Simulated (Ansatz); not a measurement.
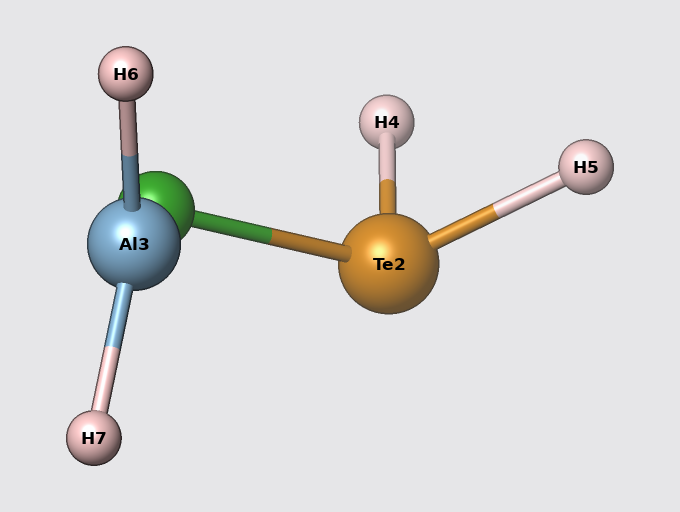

B1 lies behind Al3. The molecule seen nearly along the Al3–B1 bond, Al3 in front. Distant atoms are faded towards the background colour. The computed structure is the end point of a PBE0-D4/def2-TZVP optimisation. No frequency run is at hand to confirm it as a minimum.

What is the torsion angle H6–Al3–B1–Te2? The sign is positive where the front bond must turn clockwise to cover the back bond.

108°, anticlinal.
